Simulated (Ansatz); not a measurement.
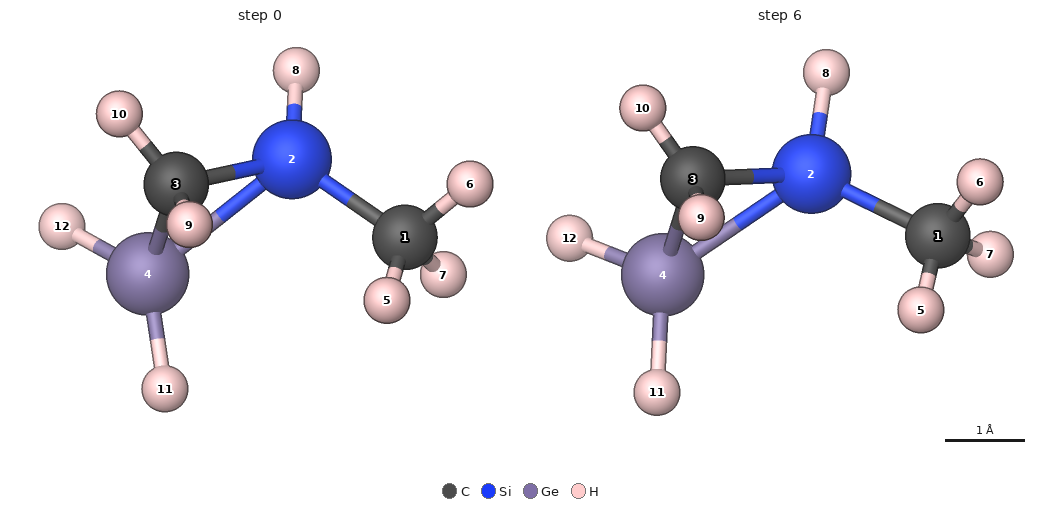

The structure of C2H8GeSi (coarse preliminary run) before (left) and after (right) a relaxation, at one scale.

A ball-and-stick model, seen at a tilt.

The start comes from a force field.

Method: RKS PBE-D4/def2-SVP (Ansatz 0.2.0).

Input
```yaml
crystal:
  periodic: [false, false, false]
  atoms:
    - {symbol: C, position_ang: [-0.923200, 1.448700, -0.623700]}
    - {symbol: Si, position_ang: [-0.533000, 0.242200, 0.679000]}
    - {symbol: C, position_ang: [1.180100, -0.299100, 0.663700]}
    - {symbol: Ge, position_ang: [0.423500, -1.706400, -0.317600]}
    - {symbol: H, position_ang: [-0.133900, 1.577700, -1.376900]}
    - {symbol: H, position_ang: [-1.159200, 2.494300, -0.162100]}
    - {symbol: H, position_ang: [-1.858900, 1.161300, -1.163700]}
    - {symbol: H, position_ang: [-1.382300, -0.059000, 1.797200]}
    - {symbol: H, position_ang: [1.886200, 0.345300, 0.097500]}
    - {symbol: H, position_ang: [1.585700, -0.620500, 1.696000]}
    - {symbol: H, position_ang: [0.691400, -1.630900, -1.799900]}
    - {symbol: H, position_ang: [0.300600, -3.008900, 0.544400]}
basis:
  gaussian: {orbitals: def2-SVP}
hamiltonian: {xc: pbe, dispersion: d4}
relax: {f_tol: 0.03, max_steps: 200}
```

Run as
```bash
ansatz run in.yaml --threads 4 --pin off --events-out ev --progress --plain --max-ram 10444MiB
```

Q: Summarise the run.

A: The energy falls by 18.6 kcal/mol in 5 accepted moves (6 points after the start). The largest force component goes from 3.6 to 0.023 eV/Å. The line search rejected the trial step at point 3 of the run. The largest move after the best rigid fit is that of H7, 0.43 Å. Largest moves by element: H 0.43 Å, Si 0.22 Å, C 0.17 Å, Ge 0.10 Å. Near-neighbour distances that change, for instance: C3–Ge4 1.875 → 2.034 Å, Si2–C3 1.797 → 1.901 Å, Si2–H8 1.436 → 1.504 Å, C1–Si2 1.818 → 1.886 Å. Bond angles that change, for instance: H11–Ge4–H12 126.6° → 113.4°, C1–Si2–Ge4 109.2° → 121.4°, C1–Si2–H8 124.8° → 114.0°. Cost: 10 s on 4 threads of Arm Neoverse V1, with other jobs on the host.
